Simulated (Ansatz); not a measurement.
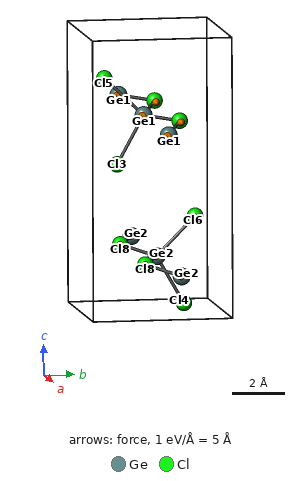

Starting geometry of crystalline GeCl3 (a generated structure, set up in P1) (coarse preliminary run) with the computed forces as orange arrows. Style: ball-and-stick. Shown: the cell of the calculation, slightly off an axis.

Method: DFT PBE, scalar-relativistic, plane waves, PAW (Ansatz 0.2.0).

Input file:
```yaml
crystal:
  lattice:
    - [4.499702392, 0.0, 0.0]
    - [-0.0003248783, 5.5787718515, 0.0]
    - [-0.139606724, -0.1463775712, 11.1207780614]
  atoms:
    - { symbol: Ge, position: [0.5062860633, 0.4542399425, 0.6952085621] }
    - { symbol: Ge, position: [0.496218672, 0.5459022692, 0.1909859338] }
    - { symbol: Cl, position: [0.4991441982, 0.2641682213, 0.521960399] }
    - { symbol: Cl, position: [0.4925085006, 0.7413588085, 0.0219137857] }
    - { symbol: Cl, position: [0.5072441468, 0.1727920932, 0.8298406635] }
    - { symbol: Cl, position: [0.5018366048, 0.8220189858, 0.3319130693] }
    - { symbol: Cl, position: [0.9925315879, 0.62501777, 0.7080255315] }
    - { symbol: Cl, position: [0.0042302263, 0.3745019095, 0.200152055] }
basis:
  ecutwfc: 420
kpoints:
  mp_grid: { grid: [4, 4, 2] }
hamiltonian:
  xc: pbe
scf:
  occupations: { method: gaussian, width: 0.1 }
  lower_state_search: "off"
output:
  forces: true
  stress: true
  eigenvalues: true
relax:
  adjacent_minimum: "off"
  f_tol: 0.04
  max_steps: 70
  cell: { stress_tol: 0.4 }
```

Launched with:
```bash
ansatz run input.yaml --threads 1 --pin off --max-ram 2560MiB --backend cpu --events-out ev --progress --plain --runs-dir out
```

Is this structure relaxed? If not, where do the atoms go?

It isn't relaxed: the largest force vector, on Cl7, is 0.12 eV/Å. The final displacements have little in common with the starting forces (cosine between the two patterns 0.16). The largest move relative to the cell is that of Cl3, 0.26 Å roughly along [0 −3 1]. By element the largest moves are Cl 0.26 Å, Ge 0.17 Å. The drawn cell changes as follows: a 4.500 → 4.474 Å (−0.6 %), b 5.579 → 5.958 Å (+6.8 %), c 11.123 → 11.679 Å (+5.0 %), β 90.7° → 90.6°, γ 90.0° → 89.9°; the volume changes by +11.5 %. Near-neighbour distances that change, for instance: Ge1–Cl7 2.505 → 2.432 Å, Ge1–Cl7 (another image) 2.388 → 2.460 Å, Ge2–Cl8 2.479 → 2.438 Å, Ge2–Cl8 (another image) 2.415 → 2.453 Å. The space group stays P1 (No. 1). The energy falls by 48.5 meV per cell of the calculation in 5 accepted moves (6 points after the start). Largest force component: 0.12 eV/Å at the start, 0.027 eV/Å at the end. The pressure goes from 0.31 to −0.01 GPa. At 1 point the geometry stayed and the basis and grid were re-selected for the new cell (energy shift of 3.0 meV per cell of the calculation at most each time).
